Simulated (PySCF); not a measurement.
```xyz
11

O     2.240   -0.476    0.163
C     1.599    0.280   -0.483
Cl    2.279    0.949   -2.020
C     0.244    0.771   -0.170
C    -0.181    2.185   -0.495
C    -0.769    1.058   -1.255
H    -0.118    0.331    0.763
H     0.555    2.812   -1.003
H    -0.781    2.690    0.265
H    -1.795    0.748   -1.044
H    -0.438    0.911   -2.285
```

### Where will the first 7 clear peaks of this molecule's radial distribution curve from gas electron diffraction lie, and which pairs make them?

Peak 1, 1.16 Å: C–H 1.09 Å (×5), O–C 1.18 Å, not resolved
Peak 2, 1.50 Å: C–C 1.48–1.51 Å (×4)
Peak 3, 1.81 Å: Cl–C 1.81 Å
Peak 4, 2.65 Å: Cl···O 2.61 Å, C···C 2.61 Å (×2), Cl···H 2.73 Å (×2), Cl···C 2.76 Å, not resolved; in its flanks C···H 2.12–2.24 Å, O···C 2.38 Å
Peak 5, 3.14 Å: Cl···C 3.14–3.15 Å (×2)
Peak 6, 3.67 Å: C···H 3.47 Å (×2), O···C 3.66 Å (×2), Cl···H 3.72 Å, O···H 3.87–3.88 Å (×2), not resolved
Peak 7, 4.23 Å: Cl···H 4.19–4.20 Å (×2), O···H 4.38–4.39 Å (×2), not resolved

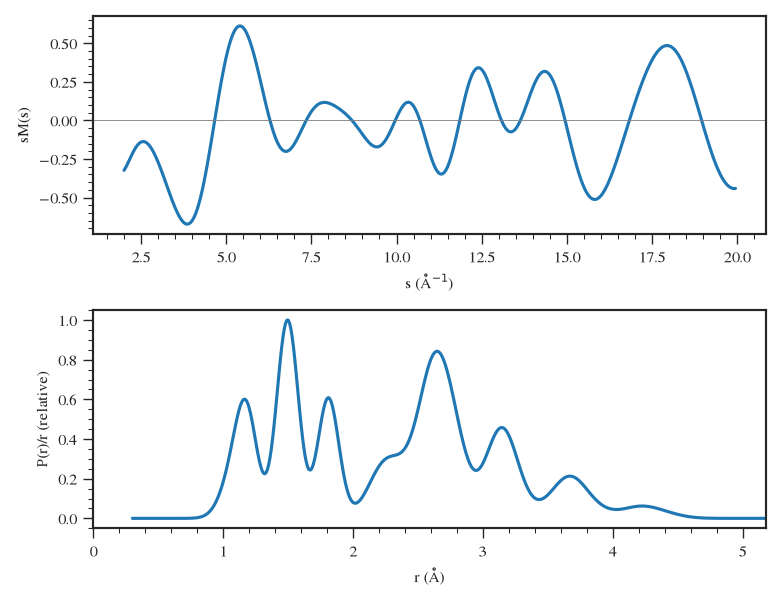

Simulated gas electron diffraction: reduced molecular intensity sM(s) from the Debye equation in the first Born approximation (top) and the radial distribution curve (bottom) of C4H5ClO. Each pair of atoms contributes with weight ZᵢZⱼ/r; damping constant 0.002 Å²; vibrational amplitudes assumed, not computed: 0.05 Å for bonds, 0.078 Å for bonds to H, 0.06 + 0.015 r up to 0.15 Å for other pairs. The geometry is the end point of an optimisation (PBE0-D3(BJ)/def2-SVP geometry optimisation, gas phase (PySCF 2.14.0, density-fitted response routines)); it may be a saddle point or a higher isomer.
